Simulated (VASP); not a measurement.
Band structure of Mg₃Sb (space group I4/mmm). Calculation: PBEsol GGA with spin-orbit coupling, VASP's PBE PAW potentials (set 64) (plane waves; VASP).

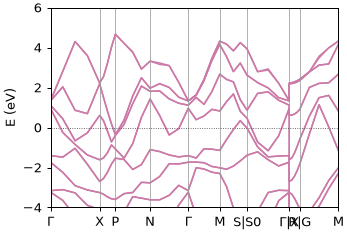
*Bands along high-symmetry lines, zero at the valence-band maximum or, without a gap, the Fermi level*

Q: Read the plot: is there a gap, and where are the band edges?

A: It has no gap at this level: it comes out as a metal or semimetal.

The structure comes from a computed database's Mg3Sb entry (I4/mmm); how it stands against other phases isn't given here. It was relaxed first.
